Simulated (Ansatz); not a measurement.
# WHO (sextet): from Hartree-Fock to the top rungs at a displaced geometry (v2), def2-SVP

How much of the correlation energy of WHO (sextet) does each wave-function method recover here?

Program: Ansatz 0.2.0, Gaussian basis. Level of theory: def2-SVP, core rule «outside noble gas», up to 5 orbitals frozen. These are calculated values, not measurements.

To be run: UHF; CCSD(T) on ROHF; CCSD(T) on UHF; CISD as a restricted active space (open shells left free, so some higher excitations enter); CCSDT(Q) on ROHF; CCSDT(Q) on UHF; CASSCF and MRCISD+Q, 13 electrons in 11 orbitals; CASSCF and NEVPT2, 13 electrons in 11 orbitals.

22 further runs of the same task are left out: 4 for a known fault of the program, 6 that didn't finish, 12 set aside as unsound or not needed. Runs told in other sessions of the task aren't counted.

## Step 1: What is computed

The geometry is a PBE0/def2-TZVP stationary point (not a proven minimum) with its atoms shifted at random (size 0.100 Å). No spin-orbit coupling is included. Elements past krypton take def2 core potentials.

3 atoms, charge 0, spin multiplicity 6.

Atoms are counted from 1 here; the program's logs count them from 0.

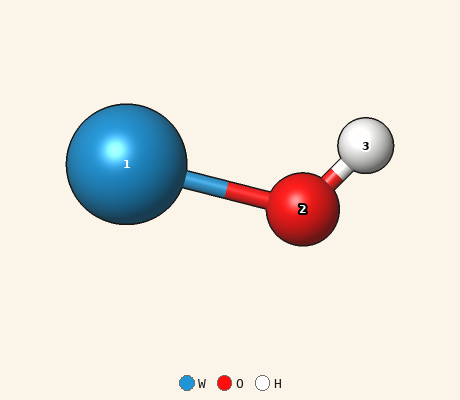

The structure; tungsten blue, oxygen red, hydrogen white; atoms are numbered from 1 in the order of the file.

In the tables R marks a restricted open-shell determinant and U an unrestricted one; 'valence' is the active space of 13 electrons in 11 orbitals; energies count from the table's Hartree-Fock row.

## Step 2: UHF

Input file in.yaml:

```yaml
crystal:
  periodic: [false, false, false]
  atoms:
    - {symbol: W, position_ang: [0.013577, 0.005007, 0.164060]}
    - {symbol: O, position_ang: [-0.151297, -0.100230, -1.742193]}
    - {symbol: H, position_ang: [-0.074677, 0.677795, -2.268774]}
basis:
  gaussian: {orbitals: def2-SVP}
magnetization: {spin_polarized: true, initial_magnetization: 5}
hamiltonian: {xc: hf}
output: {orbitals: {seedname: orbitals}}
```

On the command line:

```console
$ ansatz run in.yaml --threads 1 --pin off --events-out ev --progress --plain --max-ram 2393MiB
```

The program printed:

```text
Functional definition: HF
  name "HF"
  cite "Fock, Z. Phys. 61, 126 (1930) doi:10.1007/BF01340294"
  parent pbe
  exchange = exact_x
  correlation = 0
498 factors; integrals over basis functions are off by at most 7.7e-4 eV
mean field evaluation 1: about -3854.7174 eV, gradient 2.1e1 eV
mean field evaluation 2: about -3854.7237 eV, gradient 2.1e1 eV
mean field evaluation 4: about -3857.1216 eV, gradient 3.9e0 eV
mean field evaluation 8: about -3857.3943 eV, gradient 1.2e-1 eV
mean field evaluation 16: about -3855.4007 eV, gradient 3.9e0 eV
mean field evaluation 32: about -3856.3500 eV, gradient 3.1e-1 eV
mean field -3857.39503434 eV, -141.7566528758 hartree, gradient 2.0e-5 eV, S^2 8.761638; 0 other end points of the search recorded, 0 dependent functions left out
reference -3857.39503434 eV, -141.7566528758 hartree; 14, 9 occupied and 37, 42 virtual orbitals, 498 factors
Total energy: -3857.39503434 eV, -141.7566528758 hartree
```

Run time: 0.6 s. Hardware: 1 thread of Arm Neoverse V2, shared host.

From the report: ⟨S²⟩ of the determinant 8.762 (pure sextet: 8.75).

## Step 3: CCSD(T) on ROHF

in.yaml: that of step 2 with these lines changed.

```diff
@@ -8,4 +8,4 @@
   gaussian: {orbitals: def2-SVP}
-magnetization: {spin_polarized: true, initial_magnetization: 5}
-hamiltonian: {xc: hf}
-output: {orbitals: {seedname: orbitals}}
+magnetization: {spin_polarized: false, initial_magnetization: 5}
+correlation: {method: ccsd_t, electrons: outside_noble_gas}
+output: {forces: true}
```

Launched as before.

The program printed (excerpt; [...] marks lines left out):

```text
Functional definition: HF
  name "HF"
  cite "Fock, Z. Phys. 61, 126 (1930) doi:10.1007/BF01340294"
  parent pbe
[...]
498 factors; integrals over basis functions are off by at most 7.7e-4 eV
[...]
mean field -3857.24212699 eV, -141.7510336342 hartree, gradient 2.7e-6 eV, S^2 8.750000; 10 other end points of the search recorded, 0 dependent functions left out
[...]
determinant -3857.24212699 eV, -141.7510336342 hartree, with singles and doubles -3864.74836786 eV, -142.0268828984 hartree
determinant -3856.19346372 eV, -141.7124959698 hartree, with singles and doubles -3863.60074315 eV, -141.9847084682 hartree
determinant -3855.82354853 eV, -141.6989018375 hartree, with singles and doubles -3863.12217882 eV, -141.9671215534 hartree
determinant -3854.98895993 eV, -141.6682312722 hartree, with singles and doubles -3862.26423005 eV, -141.9355925176 hartree
determinant -3853.78350362 eV, -141.6239315696 hartree, with singles and doubles -3861.40269555 eV, -141.9039317088 hartree
5 core orbitals not correlated: weight in the atoms' cores, before any rotation towards them, 0.988 or more for the frozen orbitals, at most 0.010 for the correlated occupied ones
reference -3857.24212699 eV, -141.7510336342 hartree; 9, 4 occupied and 37, 42 virtual orbitals, 498 factors
second order -7.17610464 eV of doubles, -0.02265863 eV of singles
cycle   1  -7.50783514 eV  change   -1.6e-3 eV  update   2.2e-3
[...]
cycle  13  -7.50830553 eV  change    3.8e-7 eV  update   4.7e-7
perturbative correction -0.19093685 eV, -0.0070167998 hartree
[...]
Total energy: -3864.94136937 eV, -142.0339755730 hartree
Atom 0 at     0.013577     0.005007     0.164060 Å, force     0.074636     0.039695     0.878317 eV/Å
Atom 1 at    -0.151297    -0.100230    -1.742193 Å, force    -0.189280    -1.220929    -0.057291 eV/Å
Atom 2 at    -0.074677     0.677795    -2.268774 Å, force     0.114645     1.181235    -0.821026 eV/Å
Dipole moment:     0.051862     0.211822     0.253407 e Å
```

Wall time 10 s (1 thread of Arm Neoverse V2, shared host).

From the report: correlation -7.6992 eV; T1 0.029; largest double amplitude 0.04.

## Step 4: CCSD(T) on UHF

in.yaml: that of step 3 with these lines changed.

```diff
@@ -8,3 +8,3 @@
   gaussian: {orbitals: def2-SVP}
-magnetization: {spin_polarized: false, initial_magnetization: 5}
+magnetization: {spin_polarized: true, initial_magnetization: 5}
 correlation: {method: ccsd_t, electrons: outside_noble_gas}
```

The command is unchanged.

The program printed (excerpt; [...] marks lines left out):

```text
Functional definition: HF
  name "HF"
  cite "Fock, Z. Phys. 61, 126 (1930) doi:10.1007/BF01340294"
  parent pbe
[...]
498 factors; integrals over basis functions are off by at most 7.7e-4 eV
[...]
mean field -3857.39503434 eV, -141.7566528758 hartree, gradient 7.5e-6 eV, S^2 8.761638; 8 other end points of the search recorded, 0 dependent functions left out
determinant -3857.39503434 eV, -141.7566528758 hartree, with singles and doubles -3864.84611655 eV, -142.0304750966 hartree
determinant -3856.33912839 eV, -141.7178490478 hartree, with singles and doubles -3863.69305618 eV, -141.9881009095 hartree
determinant -3855.95489862 eV, -141.7037288641 hartree, with singles and doubles -3863.21232102 eV, -141.9704342182 hartree
determinant -3855.12234634 eV, -141.6731331321 hartree, with singles and doubles -3862.35558935 eV, -141.9389499100 hartree
determinant -3855.12189566 eV, -141.6731165701 hartree, with singles and doubles -3862.35344254 eV, -141.9388710161 hartree
5 core orbitals not correlated: weight in the atoms' cores, before any rotation towards them, 0.988 or more for the frozen orbitals, at most 0.010 for the correlated occupied ones
reference -3857.39503434 eV, -141.7566528758 hartree; 9, 4 occupied and 37, 42 virtual orbitals, 498 factors
second order -7.16443087 eV of doubles, -0.00000000 eV of singles
cycle   1  -7.45219528 eV  change   -1.1e-3 eV  update   1.9e-3
[...]
cycle  13  -7.45242760 eV  change    2.9e-7 eV  update   3.9e-7
perturbative correction -0.19094680 eV, -0.0070171655 hartree
[...]
Total energy: -3865.03840874 eV, -142.0375417040 hartree
Atom 0 at     0.013577     0.005007     0.164060 Å, force     0.076248     0.041384     0.895677 eV/Å
Atom 1 at    -0.151297    -0.100230    -1.742193 Å, force    -0.190797    -1.220232    -0.078057 eV/Å
Atom 2 at    -0.074677     0.677795    -2.268774 Å, force     0.114550     1.178848    -0.817620 eV/Å
Dipole moment:     0.052586     0.213266     0.259869 e Å
```

Run time: 9.5 s. Hardware: 1 thread of Arm Neoverse V2, shared host.

From the report: ⟨S²⟩ of the determinant 8.762 (pure sextet: 8.75); correlation -7.6434 eV; T1 0.025; largest double amplitude 0.04.

## Step 5: CISD as a restricted active space (open shells left free, so some higher excitations enter)

Input file in.yaml:

```yaml
crystal:
  periodic: [false, false, false]
  atoms:
    - {symbol: W, position_ang: [0.013577, 0.005007, 0.164060]}
    - {symbol: O, position_ang: [-0.151297, -0.100230, -1.742193]}
    - {symbol: H, position_ang: [-0.074677, 0.677795, -2.268774]}
basis:
  gaussian: {orbitals: def2-SVP}
magnetization: {spin_polarized: false, initial_magnetization: 5}
correlation: {active_space: {ras: {orbitals: [4, 5, 37], electrons: 13, max_holes: 2, max_particles: 2}, fixed_orbitals: true}}
```

Launched as before.

The program printed:

```text
Functional definition: HF
  name "HF"
  cite "Fock, Z. Phys. 61, 126 (1930) doi:10.1007/BF01340294"
  parent pbe
  exchange = exact_x
  correlation = 0
498 factors; integrals over basis functions are off by at most 7.7e-4 eV
mean field evaluation 1: about -3854.4856 eV, gradient 3.3e1 eV
mean field evaluation 2: about -3854.4915 eV, gradient 3.3e1 eV
mean field evaluation 4: about -3857.2059 eV, gradient 2.9e0 eV
mean field evaluation 8: about -3857.2420 eV, gradient 8.4e-2 eV
mean field evaluation 16: about -3856.5992 eV, gradient 4.4e0 eV
mean field evaluation 32: about -3856.2744 eV, gradient 7.9e-1 eV
mean field -3857.24212699 eV, -141.7510336342 hartree, gradient 2.7e-6 eV, S^2 8.750000; 7 other end points of the search recorded, 0 dependent functions left out
reference -3857.24212699 eV, -141.7510336342 hartree; 14, 9 occupied and 37, 42 virtual orbitals, 498 factors
state -3864.23602893 eV, -142.0080547900 hartree
Total energy: -3864.23602893 eV, -142.0080547900 hartree
```

It took 20 s on 1 thread of Arm Neoverse V2, shared host.

From the report: 551,378 determinants.

## Step 6: CCSDT(Q) on ROHF

in.yaml: that of step 5 with these lines changed.

```diff
@@ -9,2 +9,2 @@
 magnetization: {spin_polarized: false, initial_magnetization: 5}
-correlation: {active_space: {ras: {orbitals: [4, 5, 37], electrons: 13, max_holes: 2, max_particles: 2}, fixed_orbitals: true}}
+correlation: {method: ccsdt_q, electrons: outside_noble_gas}
```

Same command.

The program printed (excerpt; [...] marks lines left out):

```text
Functional definition: HF
  name "HF"
  cite "Fock, Z. Phys. 61, 126 (1930) doi:10.1007/BF01340294"
  parent pbe
[...]
925 factors; integrals over basis functions are off by at most 1.3e-7 eV
[...]
mean field -3857.24222332 eV, -141.7510371742 hartree, gradient 2.7e-6 eV, S^2 8.750000; 10 other end points of the search recorded, 0 dependent functions left out
[...]
determinant -3857.24222332 eV, -141.7510371742 hartree, with singles and doubles -3864.74845456 eV, -142.0268860843 hartree
determinant -3856.19356748 eV, -141.7124997830 hartree, with singles and doubles -3863.60083986 eV, -141.9847120221 hartree
determinant -3855.82365756 eV, -141.6989058441 hartree, with singles and doubles -3863.12228183 eV, -141.9671253388 hartree
determinant -3854.98907098 eV, -141.6682353531 hartree, with singles and doubles -3862.26433388 eV, -141.9355963333 hartree
determinant -3853.78363345 eV, -141.6239363411 hartree, with singles and doubles -3861.40281316 eV, -141.9039360307 hartree
5 core orbitals not correlated: weight in the atoms' cores, before any rotation towards them, 0.988 or more for the frozen orbitals, at most 0.010 for the correlated occupied ones
reference -3857.24222332 eV, -141.7510371742 hartree; 9, 4 occupied and 37, 42 virtual orbitals, 925 factors
second order -7.17611793 eV of doubles, -0.02265803 eV of singles
cycle   1  -7.20576475 eV  change   -6.4e-3 eV  update   1.0e-1
[...]
cycle  22  -7.71307974 eV  change    2.4e-7 eV  update   1.4e-6
perturbative correction -0.01410962 eV, -0.0005185189 hartree
Total energy: -3864.96941267 eV, -142.0350061453 hartree
```

Run time: 72 s. Hardware: 1 thread of Arm Neoverse V2, shared host; peak memory 0.83 GiB.

From the report: correlation -7.7272 eV; T1 0.029; largest double amplitude 0.04.

## Step 7: CCSDT(Q) on UHF

in.yaml: that of step 6 with these lines changed.

```diff
@@ -8,3 +8,3 @@
   gaussian: {orbitals: def2-SVP}
-magnetization: {spin_polarized: false, initial_magnetization: 5}
+magnetization: {spin_polarized: true, initial_magnetization: 5}
 correlation: {method: ccsdt_q, electrons: outside_noble_gas}
```

Launched as before.

The program printed (excerpt; [...] marks lines left out):

```text
Functional definition: HF
  name "HF"
  cite "Fock, Z. Phys. 61, 126 (1930) doi:10.1007/BF01340294"
  parent pbe
[...]
925 factors; integrals over basis functions are off by at most 1.3e-7 eV
[...]
mean field -3857.39512964 eV, -141.7566563778 hartree, gradient 8.6e-6 eV, S^2 8.761637; 5 other end points of the search recorded, 0 dependent functions left out
determinant -3857.39512964 eV, -141.7566563778 hartree, with singles and doubles -3864.84620383 eV, -142.0304783037 hartree
determinant -3856.33923092 eV, -141.7178528158 hartree, with singles and doubles -3863.69315318 eV, -141.9881044740 hartree
determinant -3855.95500690 eV, -141.7037328433 hartree, with singles and doubles -3863.21242412 eV, -141.9704380068 hartree
determinant -3855.12200583 eV, -141.6731206187 hartree, with singles and doubles -3862.35354702 eV, -141.9388748556 hartree
5 core orbitals not correlated: weight in the atoms' cores, before any rotation towards them, 0.988 or more for the frozen orbitals, at most 0.010 for the correlated occupied ones
reference -3857.39512964 eV, -141.7566563778 hartree; 9, 4 occupied and 37, 42 virtual orbitals, 925 factors
second order -7.16444422 eV of doubles, -0.00000000 eV of singles
cycle   1  -7.16138724 eV  change    3.1e-3 eV  update   1.0e-1
[...]
cycle  22  -7.65656989 eV  change    1.3e-7 eV  update   1.2e-6
perturbative correction -0.02093423 eV, -0.0007693187 hartree
Total energy: -3865.07263375 eV, -142.0387994501 hartree
```

It took 61 s on 1 thread of Arm Neoverse V2, shared host; peak memory 0.65 GiB.

From the report: ⟨S²⟩ of the determinant 8.762 (pure sextet: 8.75); correlation -7.6775 eV; T1 0.025; largest double amplitude 0.04.

## Step 8: CASSCF and MRCISD+Q, 13 electrons in 11 orbitals

Input file in.yaml:

```yaml
crystal:
  periodic: [false, false, false]
  atoms:
    - {symbol: W, position_ang: [0.013577, 0.005007, 0.164060]}
    - {symbol: O, position_ang: [-0.151297, -0.100230, -1.742193]}
    - {symbol: H, position_ang: [-0.074677, 0.677795, -2.268774]}
basis:
  gaussian: {orbitals: def2-SVP}
magnetization: {spin_polarized: false, initial_magnetization: 5}
correlation: {method: fic_mrcisd_q, electrons: outside_noble_gas, active_space: {window: {electrons: 13, orbitals: 11}, shells: [{species: H, l: s, shell: 1}, {species: O, l: s, shell: 2}, {species: O, l: p, shell: 2}, {species: W, l: s, shell: 6}, {species: W, l: d, shell: 5}]}}
```

Launched as before.

The program printed (excerpt; [...] marks lines left out):

```text
Functional definition: HF
  name "HF"
  cite "Fock, Z. Phys. 61, 126 (1930) doi:10.1007/BF01340294"
  parent pbe
[...]
925 factors; integrals over basis functions are off by at most 1.3e-7 eV
[...]
mean field -3857.24222332 eV, -141.7510371742 hartree, gradient 2.7e-6 eV, S^2 8.750000; 7 other end points of the search recorded, 0 dependent functions left out
reference -3857.24222332 eV, -141.7510371742 hartree; 14, 9 occupied and 37, 42 virtual orbitals, 925 factors
state -3858.72790075 eV, -141.8056348130 hartree
contracted CI cycle   1: correlation 0.00000000 eV, 0.0000000000 hartree, residual 2.51e1 eV
contracted CI cycle   2: correlation -5.47026977 eV, -0.2010287060 hartree, residual 4.98e0 eV
contracted CI cycle   3: correlation -5.72788049 eV, -0.2104957257 hartree, residual 1.20e0 eV
contracted CI cycle   4: correlation -5.74527037 eV, -0.2111347917 hartree, residual 3.79e-1 eV
contracted CI cycle   5: correlation -5.74705395 eV, -0.2112003371 hartree, residual 1.12e-1 eV
contracted CI cycle   6: correlation -5.74722092 eV, -0.2112064730 hartree, residual 3.71e-2 eV
contracted CI cycle   7: correlation -5.74723959 eV, -0.2112071593 hartree, residual 1.23e-2 eV
contracted CI cycle   8: correlation -5.74724194 eV, -0.2112072457 hartree, residual 4.96e-3 eV
contracted CI cycle   9: correlation -5.74724236 eV, -0.2112072611 hartree, residual 2.28e-3 eV
contracted CI cycle  10: correlation -5.74724244 eV, -0.2112072640 hartree, residual 9.26e-4 eV
state -3858.72790075 eV, -141.8056348130 hartree; corrected -3864.88440771 eV, -142.0318822705 hartree
Total energy: -3864.88440771 eV, -142.0318822705 hartree
Checks for a lower state left out: starts, orbital_swaps
```

Run time: 13 s. Hardware: 1 thread of Arm Neoverse V2, shared host; peak memory 0.96 GiB.

From the report: 9,152 determinants; active occupations 2.00, 2.00, 1.98, 1.98, 1.00, 1.00, 1.00, 1.00, 1.00, 0.02, 0.02.

## Step 9: CASSCF and NEVPT2, 13 electrons in 11 orbitals

Input file in.yaml:

```yaml
crystal:
  periodic: [false, false, false]
  atoms:
    - {symbol: W, position_ang: [0.013577, 0.005007, 0.164060]}
    - {symbol: O, position_ang: [-0.151297, -0.100230, -1.742193]}
    - {symbol: H, position_ang: [-0.074677, 0.677795, -2.268774]}
basis:
  gaussian: {orbitals: def2-SVP}
magnetization: {spin_polarized: false, initial_magnetization: 5}
correlation: {method: sc_nevpt2, electrons: outside_noble_gas, active_space: {window: {electrons: 13, orbitals: 11}, shells: [{species: H, l: s, shell: 1}, {species: O, l: s, shell: 2}, {species: O, l: p, shell: 2}, {species: W, l: s, shell: 6}, {species: W, l: d, shell: 5}]}}
```

Same command.

The program printed:

```text
Functional definition: HF
  name "HF"
  cite "Fock, Z. Phys. 61, 126 (1930) doi:10.1007/BF01340294"
  parent pbe
  exchange = exact_x
  correlation = 0
925 factors; integrals over basis functions are off by at most 1.3e-7 eV
mean field evaluation 1: about -3854.4858 eV, gradient 3.3e1 eV
mean field evaluation 2: about -3854.4916 eV, gradient 3.3e1 eV
mean field evaluation 4: about -3857.2061 eV, gradient 2.9e0 eV
mean field evaluation 8: about -3857.2421 eV, gradient 8.3e-2 eV
mean field evaluation 16: about -3856.5981 eV, gradient 4.4e0 eV
mean field evaluation 32: about -3856.2745 eV, gradient 7.9e-1 eV
mean field -3857.24222332 eV, -141.7510371742 hartree, gradient 2.7e-6 eV, S^2 8.750000; 7 other end points of the search recorded, 0 dependent functions left out
reference -3857.24222332 eV, -141.7510371742 hartree; 14, 9 occupied and 37, 42 virtual orbitals, 925 factors
state -3858.72790075 eV, -141.8056348130 hartree
state -3858.72790075 eV, -141.8056348130 hartree; corrected -3863.76425164 eV, -141.9907172943 hartree
Total energy: -3863.76425164 eV, -141.9907172943 hartree
Checks for a lower state left out: starts, orbital_swaps
```

Run time: 4.8 s. Hardware: 1 thread of Arm Neoverse V2, shared host.

From the report: 9,152 determinants; active occupations 2.00, 2.00, 1.98, 1.98, 1.00, 1.00, 1.00, 1.00, 1.00, 0.02, 0.02.

## Step 10: Natural occupations

Natural occupations of the CASSCF valence state about the gap (report; correlated orbitals 4 to 11): 1.977, 1.002, 1.001, 1.000, 1.000, 1.000, 0.023, 0.022. The count of effectively unpaired electrons, Σ n²(2 − n)², is 5.01; a single determinant of this spin has 5.

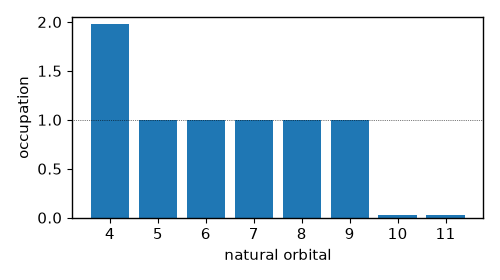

Natural occupations of the CASSCF valence state.

## Step 11: Misses and costs

No level here is safe as a reference; RCCSDT(Q) serves as a yardstick only. Rows without a time are mean-field rows or come out of runs for another level: lower rungs of the coupled-cluster runs, CASSCF and MRCISD of the multireference runs, or the Hartree-Fock search. The times of RCCSD(T), UCCSD(T) include forces.

Differences are taken before rounding.

| method | energy from the lowest ROHF (meV) | from RCCSDT(Q) (meV) | time |
| --- | --- | --- | --- |
| ROHF | 0.0 | +7727.3 |  |
| UHF | -152.9 | +7574.4 |  |
| RMP2 | -7198.8 | +528.5 |  |
| UMP2 | -7317.3 | +409.9 |  |
| RCCSD | -7508.3 | +219.0 |  |
| UCCSD | -7605.3 | +122.0 |  |
| RCCSD(T) | -7699.2 | +28.0 | 10 s |
| UCCSD(T) | -7796.3 | -69.0 | 9.5 s |
| RCCSDT | -7713.2 | +14.1 |  |
| UCCSDT | -7809.6 | -82.3 |  |
| RCCSDT(Q) | -7727.3 | 0 | 72 s |
| UCCSDT(Q) | -7830.5 | -103.2 | 61 s |
| CASSCF valence | -1485.8 | +6241.5 |  |
| NEVPT2 valence | -6522.1 | +1205.2 | 4.8 s |
| MRCISD valence | -7233.0 | +494.3 |  |
| MRCISD+Q valence | -7642.3 | +85.0 | 13 s |

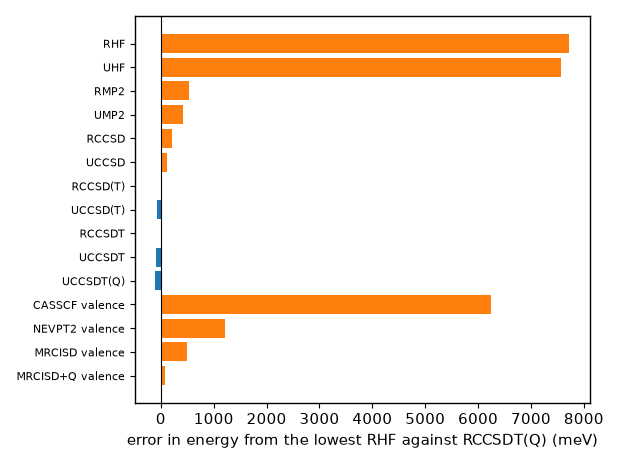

Error of each method against RCCSDT(Q).

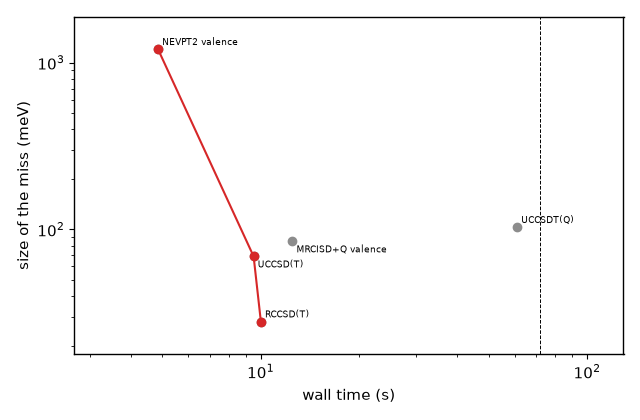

Miss against cost. Red marks the levels that no quicker level drawn beats (of those quicker than the yardstick), and the dashed line is the time of RCCSDT(Q). Times are from a shared host.

Not comparable, so not listed: CISD as a restricted active space (open shells left free, so some higher excitations enter) (they don't share determinant, frozen orbitals or solution with the rows shown, or repeat one).

## Step 12: Summary of results

| quantity | value |
| --- | --- |
| RCCSDT(Q) from the ROHF energy | -7.7273 eV |
| RMP2 from RCCSDT(Q) | +528.5 meV |
| UMP2 from RCCSDT(Q) | +409.9 meV |
| RCCSD from RCCSDT(Q) | +219.0 meV |
| RCCSD(T) from RCCSDT(Q) | +28.0 meV |
| UCCSD(T) from RCCSDT(Q) | -69.0 meV |
| UCCSDT(Q) from RCCSDT(Q) | -103.2 meV |
| NEVPT2 valence from RCCSDT(Q) | +1205.2 meV |
| MRCISD+Q valence from RCCSDT(Q) | +85.0 meV |
| T1 diagnostic | 0.029 |
| effectively unpaired electrons | 5.01 |

**Reading.** RCCSD(T) misses by +28.0 meV, 0.4 % of the correlation energy. CCSD(T) misses by +28.0 meV on the restricted determinant and by -69.0 meV on the unrestricted one; the two need not hold the same state or core. One determinant dominates.
